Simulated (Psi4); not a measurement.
SnO: single-point calculation (part 2 of 2)

SnO (tin(ii) oxide), multiplicity 3, SMILES [O]=[Sn]; CCSD/def2-TZVPP, UHF, core potentials def2 (Psi4 1.11). The geometry is that of the parent species in another charge or spin state. The geometry comes from this level: PBE0-D4/def2-TZVP.

Geometry of the input (Å):
```
O  -0.0000  0.0000  -0.0071
Sn 0.0000  -0.0000  1.8107
```

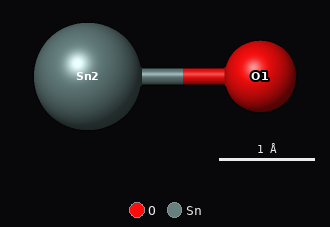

*The structure as given in the input (ball-and-stick view, seen at a tilt; atoms are numbered from 1 in the order of the input). Sticks mark near contacts.*

The program's output, continued:
```
      Computing two-electron integrals...done
      Computed 1050367 non-zero two-electron integrals.
        Stored in file 33.

	Wfn Parameters:
	--------------------
	Wavefunction         = CCSD
	Number of irreps     = 1
	Number of MOs        = 81
	Number of active MOs = 76
	AO-Basis             = NONE
	Semicanonical        = false
	Reference            = UHF
	Print Level          = 1

	IRREP	# MOs	# FZDC	# DOCC	# SOCC	# VIRT	# FZVR
	-----	-----	------	------	------	------	------
	 A	   81	    5	    9	    2	    65	    0
	Transforming integrals...
	IWL integrals will be deleted.
	(OO|OO)...
	Presorting SO-basis two-electron integrals.
	Sorting File: SO Ints (nn|nn) nbuckets = 1
	Constructing frozen core operators
	Starting AA/AB first half-transformation.
	Sorting AA/AB half-transformed integrals.
	Starting BB first half-transformation.
	Sorting BB half-transformed integrals.
	First half integral transformation complete.
	Starting AA second half-transformation.
	Starting AB second half-transformation.
	Starting BB second half-transformation.
	Two-electron integral transformation complete.
	(OO|OV)...
	Starting AA second half-transformation.
	Starting AB second half-transformation.
	Starting BB second half-transformation.
	Two-electron integral transformation complete.
	(OO|VV)...
	Starting AA second half-transformation.
	Starting AB second half-transformation.
	Starting BB second half-transformation.
	Two-electron integral transformation complete.
	(OV|OO)...
	Starting AA/AB first half-transformation.
	Sorting AA/AB half-transformed integrals.
	Starting BB first half-transformation.
	Sorting BB half-transformed integrals.
	First half integral transformation complete.
	Starting AA second half-transformation.
	Starting AB second half-transformation.
	Starting BB second half-transformation.
	Two-electron integral transformation complete.
	(OV|OV)...
	Starting AA second half-transformation.
	Starting AB second half-transformation.
	Starting BB second half-transformation.
	Two-electron integral transformation complete.
	(OV|VV)...
	Starting AA second half-transformation.
	Starting AB second half-transformation.
	Starting BB second half-transformation.
	Two-electron integral transformation complete.
	(VV|OO)...
	Starting AA/AB first half-transformation.
	Sorting AA/AB half-transformed integrals.
	Starting BB first half-transformation.
	Sorting BB half-transformed integrals.
	First half integral transformation complete.
	Starting AA second half-transformation.
	Starting AB second half-transformation.
	Starting BB second half-transformation.
	Two-electron integral transformation complete.
	(VV|OV)...
	Starting AA second half-transformation.
	Starting AB second half-transformation.
	Starting BB second half-transformation.
	Two-electron integral transformation complete.
	(VV|VV)...
	Starting AA second half-transformation.
	Starting AB second half-transformation.
	Starting BB second half-transformation.
	Two-electron integral transformation complete.
	Frozen core energy     =   -230.23272232683811

	Size of irrep 0 of <AB|CD> integrals:      4.326 (MW) /     34.611 (MB)
	Total:                                     4.326 (MW) /     34.611 (MB)

	Size of irrep 0 of <ab|cd> integrals:      4.889 (MW) /     39.108 (MB)
	Total:                                     4.889 (MW) /     39.108 (MB)

	Size of irrep 0 of <Ab|Cd> integrals:     18.966 (MW) /    151.728 (MB)
	Total:                                    18.966 (MW) /    151.728 (MB)

	Size of irrep 0 of <IA|BC> integrals:      3.021 (MW) /     24.167 (MB)
	Total:                                     3.021 (MW) /     24.167 (MB)

	Size of irrep 0 of <ia|bc> integrals:      2.707 (MW) /     21.655 (MB)
	Total:                                     2.707 (MW) /     21.655 (MB)

	Size of irrep 0 of <Ia|Bc> integrals:      3.210 (MW) /     25.677 (MB)
	Total:                                     3.210 (MW) /     25.677 (MB)

	Size of irrep 0 of <iA|bC> integrals:      2.548 (MW) /     20.381 (MB)
	Total:                                     2.548 (MW) /     20.381 (MB)

	Size of irrep 0 of tIjAb amplitudes:       0.431 (MW) /      3.449 (MB)
	Total:                                     0.431 (MW) /      3.449 (MB)

	Nuclear Rep. energy          =     51.23680464509145
	SCF energy                   =   -288.15827815243762
	One-electron energy          =   -198.62672182992205
	Two-electron (AA) energy     =     23.39016196747848
	Two-electron (BB) energy     =     16.99793195452470
	Two-electron (AB) energy     =     49.07626743722908
	Two-electron energy          =     89.46436135923227
	Reference energy             =   -288.15827815243642

	total time  =          7 seconds =       0.12 minutes
            **************************
            *                        *
            *        CCENERGY        *
            *                        *
            **************************

    Nuclear Rep. energy (wfn)     =   51.236804645091453
    SCF energy          (wfn)     = -288.158278152437617
    Reference energy    (file100) = -288.158278152436424

    Input parameters:
    -----------------
    Wave function   =     CCSD
    Reference wfn   =     UHF
    Brueckner       =     No
    Memory (Mbytes) =     1600.0
    Maxiter         =    100
    R_Convergence   =     1.0e-07
    E_Convergence   =     1.0e-06
    Restart         =     Yes
    DIIS            =     Yes
    AO Basis        =     NONE
    ABCD            =     NEW
    Cache Level     =     2
    Cache Type      =     LRU
    Print Level     =     1
    Num. of threads =     1
    # Amps to Print =     10
    Print MP2 Amps? =     No
    Analyze T2 Amps =     No
    Print Pair Ener =     No
    Local CC        =     No
    SCS-MP2         =     False
    SCSN-MP2        =     False
    SCS-CCSD        =     False

MP2 correlation energy -0.4823257552259259
                Solving CC Amplitude Equations
                ------------------------------
  Iter             Energy              RMS        T1Diag      D1Diag    New D1Diag    D2Diag
  ----     ---------------------    ---------   ----------  ----------  ----------   --------
     0        -0.482325755225926    0.000e+00    0.000000    0.000000    0.000000    0.000000
     1        -0.469087406984250    1.167e-01    0.023486    0.000000    0.000000    0.000000
     2        -0.482789023635374    4.344e-02    0.025772    0.000000    0.000000    0.000000
     3        -0.487804337625297    3.815e-02    0.034980    0.000000    0.000000    0.000000
     4        -0.488911442231367    2.264e-02    0.043825    0.000000    0.000000    0.000000
     5        -0.489715016774782    1.305e-02    0.051694    0.000000    0.000000    0.000000
     6        -0.490307960813464    5.140e-03    0.054736    0.000000    0.000000    0.000000
     7        -0.490297116956480    1.661e-03    0.054843    0.000000    0.000000    0.000000
     8        -0.490303066737366    7.108e-04    0.054955    0.000000    0.000000    0.000000
     9        -0.490320586839967    3.827e-04    0.055015    0.000000    0.000000    0.000000
    10        -0.490301548664576    1.775e-04    0.054991    0.000000    0.000000    0.000000
    11        -0.490304712283216    8.874e-05    0.054987    0.000000    0.000000    0.000000
    12        -0.490306674564490    4.145e-05    0.054997    0.000000    0.000000    0.000000
    13        -0.490306823054980    2.148e-05    0.054992    0.000000    0.000000    0.000000
    14        -0.490307458063975    1.051e-05    0.054993    0.000000    0.000000    0.000000
    15        -0.490307245915554    4.468e-06    0.054992    0.000000    0.000000    0.000000
    16        -0.490307200097921    2.634e-06    0.054992    0.000000    0.000000    0.000000
    17        -0.490307194850059    9.528e-07    0.054992    0.000000    0.000000    0.000000
    18        -0.490307193867890    4.204e-07    0.054992    0.000000    0.000000    0.000000
    19        -0.490307202762455    2.185e-07    0.054992    0.000000    0.000000    0.000000
    20        -0.490307202942674    9.649e-08    0.054992    0.000000    0.000000    0.000000

    Iterations converged.

    Largest TIA Amplitudes:
              8   0        -0.0967920521
              6   1         0.0314680044
              6   7        -0.0310953982
              8   3        -0.0290689761
              9   4        -0.0267261008
              9   6         0.0228024914
              7   8        -0.0226222540
              6  10         0.0211054175
              8   9        -0.0197015832
             10   2         0.0128603213

    Largest Tia Amplitudes:
              8   0         0.1582143327
              6   1        -0.0654996597
              7   2        -0.0618675374
              8   3        -0.0595761368
              8   9         0.0391190129
              8  13         0.0384232365
              7   5        -0.0261072094
              8   6        -0.0252893600
              6   4        -0.0214820282
              8  12        -0.0191019468

    Largest TIJAB Amplitudes:
      8   7  31  30        -0.0171575588
     10   9   5   0        -0.0167571356
      3   2  36  35         0.0151288757
     10   9   8   1        -0.0144903097
      8   7  13  12         0.0142274431
     10   9   8   4        -0.0122611692
      9   8   1   0        -0.0122489225
     10   9   4   2        -0.0116048897
     10   8   8   0        -0.0108958369
      8   6  12  11        -0.0106834126

    Largest Tijab Amplitudes:
      8   6   1   0         0.0500724993
      8   7   2   0         0.0417265475
      7   6   2   1        -0.0201300600
      8   6   9   1        -0.0200374942
      8   7   5   0         0.0184358529
      8   6   4   0         0.0178535643
      7   6  33  32         0.0163793099
      8   6   3   1         0.0160045180
      8   7   9   2        -0.0154278342
      7   6  15  14        -0.0152278701

    Largest TIjAb Amplitudes:
      8   8   0   0        -0.0634355583
      9   8   0   1        -0.0466050045
     10   8   8   0        -0.0451698406
      9   8   1   0        -0.0437744412
      9   8   4   0        -0.0420424891
     10   8   5   1        -0.0359575055
      8   6   0   1        -0.0349232179
     10   8   6   2         0.0334429558
      8   6  12  14        -0.0298552180
      9   8   0   4        -0.0296890063

    SCF energy       (wfn)                    = -288.158278152437617
    Reference energy (file100)                = -288.158278152436424

    Opposite-spin MP2 correlation energy      =   -0.330321160610418
    Same-spin MP2 correlation energy          =   -0.152004594615508
    Singles MP2 correlation energy            =   -0.000000000000000
    MP2 correlation energy                    =   -0.482325755225926
      * MP2 total energy                      = -288.640603907662353

    Opposite-spin CCSD correlation energy     =   -0.348346375051828
    Same-spin CCSD correlation energy         =   -0.141960827890846
    Singles CCSD correlation energy           =    0.000000000000000
    CCSD correlation energy                   =   -0.490307202942674
      * CCSD total energy                     = -288.648585355379112

    Psi4 run time: 0:00:59.11
```

Key numbers:

```csv
quantity,value
outcome,converged
total energy,−288.648585 hartree
SCF energy,−288.158278 hartree
MP2 energy,−288.640604 hartree
CCSD energy,−288.648585 hartree
correlation energy,−0.490307 hartree
basis functions,81
T1 diagnostic,0.055
⟨S²⟩,2.038
hardware,"1 thread of Intel Xeon @ 2.70GHz, 189 GiB of memory available, shared host"
wall time,61 s
peak memory,0.52 GiB
```

The record of the run, not the program, notes: large T1.
